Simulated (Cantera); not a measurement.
A closed system holds: 1 mol AlN, 220 mol H2, held at 410 Pa.

Cantera equilibrium calculation (NASA polynomials, part measured and part estimated; ideal gas, pure solids and liquids). Candidate condensed phases: Al, AlN; 13 gas species. Kinetics and transport are ignored.

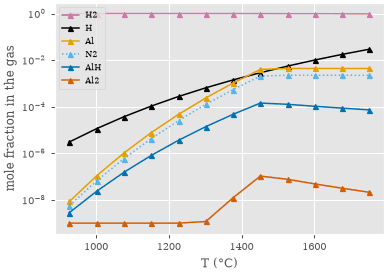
Figure: Equilibrium gas composition (values under 1e-9 drawn at 1e-9)

From 927 °C to 1452 °C the condensed part is AlN(s). From 1527 °C to 1752 °C nothing is condensed.
